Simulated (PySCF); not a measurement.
# MP2/STO-6G run of HNO2 (nitrous acid)

Aim: the vertical singlet–triplet gap of HNO2 (nitrous acid) at MP2/STO-6G, from 2 runs. The job is set up through a Python script.

The calculation is run with PySCF 2.14.0.

4 further runs of the same task are left out: 4 set aside as unsound or not needed.

### Step 1. The structure to begin with

HNO2 has 4 atoms, charge 0, and is taken as a singlet. SMILES: `O=NO`. The coordinates come from a GFN2-xTB relaxation.

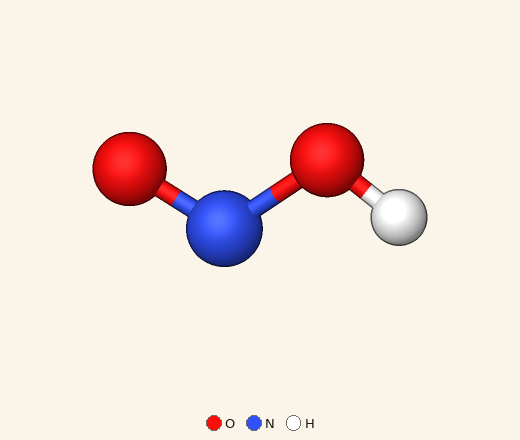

The structure, seen from a chosen angle (oxygen red, nitrogen blue, hydrogen white).

### Step 2. A single-point energy at MP2/STO-6G

The input, input.py:

```python
from pyscf import gto, mp

molecule = gto.M(
    atom='O 0.424700 0.045690 1.471310; N 0.319310 -0.411420 0.387280; O -0.357270 0.415910 -0.505360; H -0.386730 -0.050180 -1.353230',
    max_memory=1860,
    spin=0,
    basis='sto-6g',
    verbose=3,
)

hf = molecule.RHF()
hf.conv_tol = 1e-10
hf.kernel()
if not hf.converged:
    hf = hf.newton().run(hf.mo_coeff, hf.mo_occ)

pt = mp.MP2(hf, frozen=3).run()
energy = pt.e_tot
print('Final energy', energy)
```

The run is started by

```sh
OMP_NUM_THREADS=1 python input.py
```

Log:

```text
converged SCF energy = -203.851773795593
E(RMP2) = -204.014831569335  E_corr = -0.163057773741744
E(SCS-RMP2) = -204.019116780908  E_corr = -0.167342985314487
Final energy -204.01483156933494
```

It took 0.72 s on 1 thread of Intel Xeon Platinum 8488C (Sapphire Rapids), shared host; peak memory 0.12 GiB.

### Step 3. The triplet at the same level

The input, calc.py:

```python
from pyscf import gto, scf, mp

mol = gto.M(
    atom='''
O        0.424700       0.045690       1.471310
N        0.319310      -0.411420       0.387280
O       -0.357270       0.415910      -0.505360
H       -0.386730      -0.050180      -1.353230
''',
    basis='sto-6g',
    spin=2,
    verbose=3,
    max_memory=1860,
)

calc0 = scf.UHF(mol)
calc0.conv_tol = 1e-10
calc0.kernel()
if not calc0.converged:
    calc0 = calc0.newton().run(calc0.mo_coeff, calc0.mo_occ)

pt = mp.MP2(calc0, frozen=3).run()
energy = pt.e_tot
print('E(%s) = %.9f' % ('MP2', energy))
```

The run is started by

```sh
OMP_NUM_THREADS=1 python calc.py
```

Log:

```text
WARN: HOMO 0.025091362113806 >= LUMO -0.215070274044487

converged SCF energy = -203.824741990528  <S^2> = 2.0209139  2S+1 = 3.0139104
E(UMP2) = -203.92689820092  E_corr = -0.102156210391748
E(SCS-UMP2) = -203.92529224037  E_corr = -0.100550249841669
E(MP2) = -203.926898201
```

Wall time 0.83 s (1 thread of Intel Xeon Platinum 8488C (Sapphire Rapids), shared host); peak memory 0.12 GiB.

### Step 4. Outcome

At MP2/STO-6G, 3 core orbitals frozen:

```
                                                           quantity          value
                                              singlet: total energy  -204.01483 Eh
                      singlet: dipole moment (Hartree–Fock density)         1.77 D
                       singlet: HOMO energy (Hartree–Fock orbitals)       -9.22 eV
                       singlet: LUMO energy (Hartree–Fock orbitals)        6.07 eV
                     singlet: HOMO–LUMO gap (Hartree–Fock orbitals)       15.29 eV
               singlet: correlation energy (3 core orbitals frozen)     -163.1 mEh
                                              triplet: total energy  -203.92690 Eh
                      triplet: dipole moment (Hartree–Fock density)         1.60 D
triplet: HOMO energy (Hartree–Fock orbitals) (highest over α and β)       -8.12 eV
 triplet: LUMO energy (Hartree–Fock orbitals) (lowest over α and β)        5.95 eV
               triplet: correlation energy (3 core orbitals frozen)     -102.2 mEh
                         triplet: ⟨S²⟩ of the reference determinant          2.021
                   vertical energy of the triplet above the singlet       2.393 eV
```

In words: At this shape the triplet lies 2.39 eV (231 kJ/mol) above the singlet. In a minimal basis such a difference can be off by several eV, whatever the method. Mulliken charges (singlet) of the mean-field density run from -0.25 on O3 to +0.24 on H4; they depend strongly on the basis.
